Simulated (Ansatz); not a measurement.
The calculation's input:

```
crystal:
  periodic: [false, false, false]
  atoms:
    - { symbol: C, position_ang: [-1.4704, 0.5711, 0.7637] }
    - { symbol: C, position_ang: [-0.2583, 0.0911, 0.0868] }
    - { symbol: O, position_ang: [0.4057, -0.7316, 0.9581] }
    - { symbol: Zn, position_ang: [2.0038, -1.1024, -0.3597] }
    - { symbol: O, position_ang: [2.8065, -1.0061, -1.3035] }
    - { symbol: H, position_ang: [-2.1758, -0.2165, 1.0379] }
    - { symbol: H, position_ang: [-2.0414, 1.276, 0.0498] }
    - { symbol: H, position_ang: [-1.2194, 1.2173, 1.6532] }
    - { symbol: H, position_ang: [-0.5164, -0.4673, -0.7801] }
    - { symbol: H, position_ang: [0.398, 0.9472, -0.1792] }
    - { symbol: H, position_ang: [2.1331, -0.6358, -1.9063] }
basis:
  gaussian: { orbitals: def2-SVP }
hamiltonian:
  xc: pbe
  dispersion: d4
relax:
  f_tol: 0.02
  max_steps: 50
output:
  orbitals: {}
```

Run with:

```sh
ansatz run input.yaml --threads 2 --pin off --max-ram 3072MiB --backend cpu --events-out ev --progress --plain --runs-dir out
```

The fields are those of the run's last geometry, not of the input's.

The calculation used RKS PBE-D4/def2-SVP (Ansatz 0.2.0).

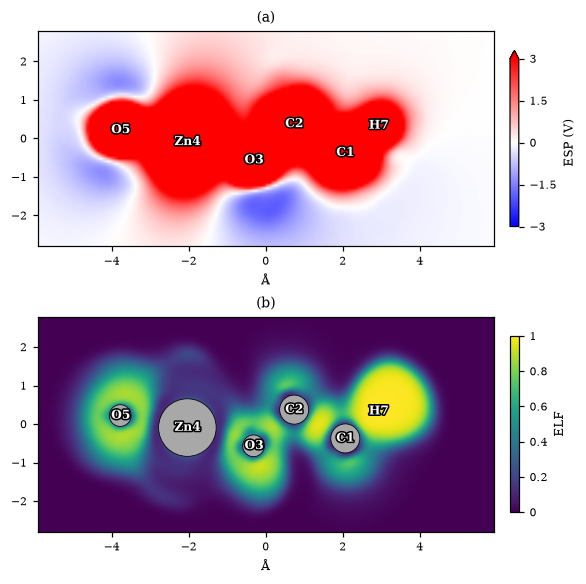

C2H6O2Zn. (a) molecular electrostatic potential; (b) electron localisation function on the plane of atoms C2, O3 and Zn4. Grey discs cover the atomic cores in the ELF map.

What does the map show?

Answer.
- The section cuts through C, O, Zn and H sites.
- C–O (1.41 Å): the ELF peaks at about 0.90 between the atoms, as expected for a shared but strongly polarised pair.
- C–C (1.52 Å): the ELF peaks at about 0.95 between the atoms; localised, covalent bonding.
- Zn–O (1.78 Å): the ELF peaks at about 0.80 in the valence shell of O, 0.6 Å from its nucleus, and is about 0.20 at the midpoint.
- C–H (1.11 Å): the ELF climbs to about 1 towards the hydrogen, as it does in any bond to H (a covalent bond by its length).
- The ELF also peaks beside O3 and O5, away from the bonds: lone-pair regions.
- Outside the dense part of the molecule the potential is most negative (−1.9 V) near O3.
